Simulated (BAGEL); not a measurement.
# C3H3F3 (3,3,3-trifluoropropene): HF/6-31G(d) (density fitting with cc-pvqz-jkfit, spherical functions)

What is the vertical singlet–triplet gap of C3H3F3 (3,3,3-trifluoropropene) at HF/6-31G* (density fitting with cc-pvqz-jkfit, spherical functions)? 

The calculation is run with BAGEL 1.2.2.

## Step 1: The structure to begin with

The species is C3H3F3 (9 atoms), meant as a singlet with charge 0. SMILES: `C=CC(F)(F)F`. The shape is that of a PBE0-D4/def2-TZVP optimisation.

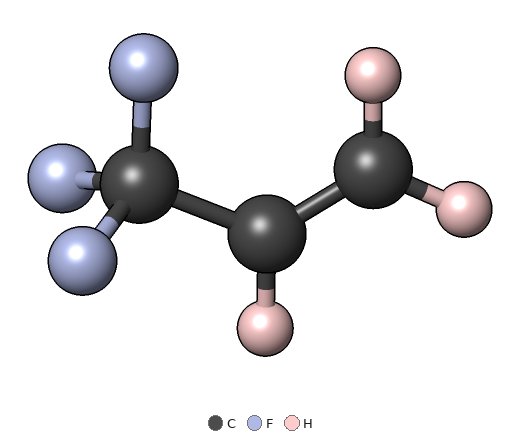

The structure, seen from a chosen angle (carbon dark grey, fluorine light blue, hydrogen pink).

## Step 2: The energy at HF/6-31G(d) (density fitting with cc-pvqz-jkfit, spherical functions)

File calc.json:

```json
{ "bagel": [

{
  "title": "molecule",
  "basis": "6-31gs.json",
  "df_basis": "cc-pvqz-jkfit",
  "angstrom": true,
  "geometry": [
    { "atom": "C", "xyz": [       0.185110,      -1.279250,       0.558490 ] },
    { "atom": "C", "xyz": [      -0.498610,      -0.194110,       0.244670 ] },
    { "atom": "C", "xyz": [       0.092490,       0.961700,      -0.490280 ] },
    { "atom": "F", "xyz": [      -0.564360,       1.187930,      -1.638800 ] },
    { "atom": "F", "xyz": [       0.002970,       2.088280,       0.233990 ] },
    { "atom": "F", "xyz": [       1.380490,       0.784820,      -0.795380 ] },
    { "atom": "H", "xyz": [       1.229760,      -1.386130,       0.292520 ] },
    { "atom": "H", "xyz": [      -0.283400,      -2.095970,       1.093340 ] },
    { "atom": "H", "xyz": [      -1.544440,      -0.067270,       0.501440 ] }
  ]
},

{
  "title": "hf"
},

{
  "title": "print",
  "file": "orbitals.molden",
  "orbitals": true
}

]}
```

The basis set 6-31G* is read from a file made from the Basis Set Exchange's data (not shown).

On the command line:

```sh
BAGEL_NUM_THREADS=1 BAGEL calc.json > calc.out
```

What it wrote:

```text
* using 1 threads per process

  ===============================================================
  ===============================================================

  *** Geometry ***

  { "atom" : "C", "xyz" : [      0.349807,     -2.417432,      1.055393 ] },
  { "atom" : "C", "xyz" : [     -0.942236,     -0.366815,      0.462359 ] },
  { "atom" : "C", "xyz" : [      0.174781,      1.817350,     -0.926495 ] },
  { "atom" : "F", "xyz" : [     -1.066486,      2.244862,     -3.096883 ] },
  { "atom" : "F", "xyz" : [      0.005612,      3.946277,      0.442177 ] },
  { "atom" : "F", "xyz" : [      2.608748,      1.483095,     -1.503050 ] },
  { "atom" : "H", "xyz" : [      2.323910,     -2.619406,      0.552783 ] },
  { "atom" : "H", "xyz" : [     -0.535548,     -3.960809,      2.066113 ] },
  { "atom" : "H", "xyz" : [     -2.918569,     -0.127122,      0.947584 ] },

  Number of auxiliary basis functions:      789

  Since a DF basis is specified, we compute 2- and 3-index integrals:
    o Being stored without compression. Storage requirement is 0.051 GB

  Number of basis functions:       90
  Number of electrons      :       48

    * METHOD: MOLECULE                             0.72

  *** RHF ***

  === Nuclear Repulsion ===
   252.9053320970

      * DIIS with orbital gradients will be used.

  === RHF iteration (6-31gs.json) ===
      0       -413.38508931          0.02231541           0.15
      1       -413.56733718          0.01397171           0.14
      2       -413.65051042          0.00152608           0.14
      3       -413.65228239          0.00047118           0.14
      4       -413.65242467          0.00009392           0.14
      5       -413.65243438          0.00003704           0.14
      6       -413.65243551          0.00001288           0.14
      7       -413.65243570          0.00000276           0.14
      8       -413.65243571          0.00000125           0.14
      9       -413.65243571          0.00000043           0.14
     10       -413.65243571          0.00000015           0.14
     11       -413.65243571          0.00000006           0.14
     12       -413.65243571          0.00000002           0.14
     13       -413.65243571          0.00000001           0.14
    * SCF iteration converged.

    * Permanent dipole moment:
           (    0.233924,     0.872062,    -0.490010) a.u.

    * METHOD: HF                                   2.28

    * METHOD: PRINT                                0.02

  ===============================================================
```

Run time: 3.3 s. Hardware: 1 thread of Arm Neoverse V1, shared host; peak memory 0.18 GiB.

## Step 3: The triplet at the same level

File job.json:

```json
{ "bagel" : [

{
  "title" : "molecule",
  "basis" : "6-31gs.json",
  "df_basis" : "cc-pvqz-jkfit",
  "angstrom" : "true",
  "geometry" : [
    { "atom" : "C", "xyz" : [       0.185110,      -1.279250,       0.558490 ] },
    { "atom" : "C", "xyz" : [      -0.498610,      -0.194110,       0.244670 ] },
    { "atom" : "C", "xyz" : [       0.092490,       0.961700,      -0.490280 ] },
    { "atom" : "F", "xyz" : [      -0.564360,       1.187930,      -1.638800 ] },
    { "atom" : "F", "xyz" : [       0.002970,       2.088280,       0.233990 ] },
    { "atom" : "F", "xyz" : [       1.380490,       0.784820,      -0.795380 ] },
    { "atom" : "H", "xyz" : [       1.229760,      -1.386130,       0.292520 ] },
    { "atom" : "H", "xyz" : [      -0.283400,      -2.095970,       1.093340 ] },
    { "atom" : "H", "xyz" : [      -1.544440,      -0.067270,       0.501440 ] }
  ]
},

{ "title" : "uhf", "nopen" : 2 },

{ "title" : "print", "file" : "orbitals.molden", "orbitals" : "true" }

]}
```

The basis set 6-31G* is read from a file made from the Basis Set Exchange's data (not shown).

On the command line:

```sh
BAGEL_NUM_THREADS=1 BAGEL job.json > job.out
```

What it wrote:

```text
* using 1 threads per process

  ===============================================================
  ===============================================================

  *** Geometry ***

  { "atom" : "C", "xyz" : [      0.349807,     -2.417432,      1.055393 ] },
  { "atom" : "C", "xyz" : [     -0.942236,     -0.366815,      0.462359 ] },
  { "atom" : "C", "xyz" : [      0.174781,      1.817350,     -0.926495 ] },
  { "atom" : "F", "xyz" : [     -1.066486,      2.244862,     -3.096883 ] },
  { "atom" : "F", "xyz" : [      0.005612,      3.946277,      0.442177 ] },
  { "atom" : "F", "xyz" : [      2.608748,      1.483095,     -1.503050 ] },
  { "atom" : "H", "xyz" : [      2.323910,     -2.619406,      0.552783 ] },
  { "atom" : "H", "xyz" : [     -0.535548,     -3.960809,      2.066113 ] },
  { "atom" : "H", "xyz" : [     -2.918569,     -0.127122,      0.947584 ] },

  Number of auxiliary basis functions:      789

  Since a DF basis is specified, we compute 2- and 3-index integrals:
    o Being stored without compression. Storage requirement is 0.051 GB

  Number of basis functions:       90
  Number of electrons      :       48

    * METHOD: MOLECULE                             0.73

  *** Open-shell HF ***

  === Nuclear Repulsion ===
   252.9053320970

      * DIIS with orbital gradients will be used.

  === UHF iteration (6-31gs.json) ===
      0       -413.25396472          0.04298884           0.30
      1       -413.43935399          0.02666469           0.30
      2       -413.49301039          0.01591152           0.29
      3       -413.52223060          0.00093296           0.29
      4       -413.52280630          0.00018335           0.29
      5       -413.52287178          0.00008597           0.30
      6       -413.52290286          0.00001546           0.30
      7       -413.52290794          0.00000728           0.29
      8       -413.52290948          0.00000360           0.29
      9       -413.52290996          0.00000131           0.30
     10       -413.52291005          0.00000046           0.30
     11       -413.52291006          0.00000020           0.30
     12       -413.52291006          0.00000008           0.29
     13       -413.52291006          0.00000003           0.30
     14       -413.52291006          0.00000001           0.30
     15       -413.52291006          0.00000000           0.30
    * SCF iteration converged.

    * S^2 (UHF) is 2.0193

    * Permanent dipole moment:
           (    0.316100,     0.767457,    -0.464708) a.u.

    * METHOD: UHF                                  5.01

    * METHOD: PRINT                                0.02

  ===============================================================
```

Wall time 6 s (1 thread of Arm Neoverse V1, shared host); peak memory 0.18 GiB.

## Step 4: What came out

At HF/6-31G* (density fitting with cc-pvqz-jkfit, spherical functions):

| quantity | value |
| --- | --- |
| singlet: total energy | -413.65244 Eh |
| singlet: dipole moment | 2.61 D |
| singlet: HOMO energy | -11.23 eV |
| singlet: LUMO energy | 3.85 eV |
| singlet: HOMO–LUMO gap | 15.07 eV |
| triplet: total energy | -413.52291 Eh |
| triplet: dipole moment | 2.42 D |
| triplet: ⟨S²⟩ | 2.019 |
| vertical energy of the triplet above the singlet | 3.525 eV |

What this shows: At this shape the triplet lies 3.52 eV (81 kcal/mol) above the singlet.
